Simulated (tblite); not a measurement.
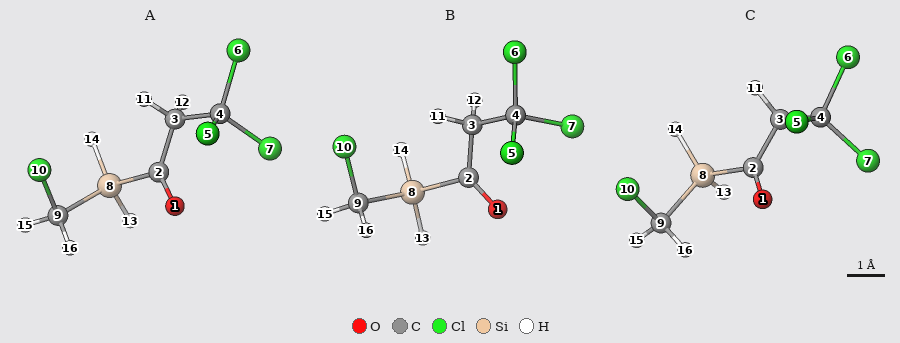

3 geometries from one relaxation of C4H6Cl4OSi, in shuffled order. A ball-and-stick model, seen from a free direction.

Method: GFN2-xTB geometry optimisation, gas phase in tblite 0.8.0. 

Order the frames from highest to lowest energy.

C, A, B. They are steps 0, 101, 157, at +6.59 kcal/mol, +0.90 kcal/mol relative to the last. The energy falls by 6.59 kcal/mol in 157 geometry steps. The largest move after the best rigid fit is that of O1, 1.33 Å. Largest moves by element: O 1.33 Å, H 1.27 Å, Cl 1.26 Å, C 0.62 Å, Si 0.59 Å. Some distances before and after: C2–Si8 1.862 → 1.933 Å, C3–H12 1.122 → 1.093 Å, Si8–C9 1.887 → 1.916 Å, C2–C3 1.501 → 1.520 Å. Among the angles between lasting bonds that change: Si8–C9–H16 107.1° → 113.2°, Cl10–C9–H15 112.3° → 106.5°, Si8–C9–Cl10 103.9° → 109.3°. Groups turn about C2–Si8 by about 75°. Cost: 4.1 s on 1 thread of Intel(R) Xeon(R) Processor @ 2.70GHz, on a shared host.
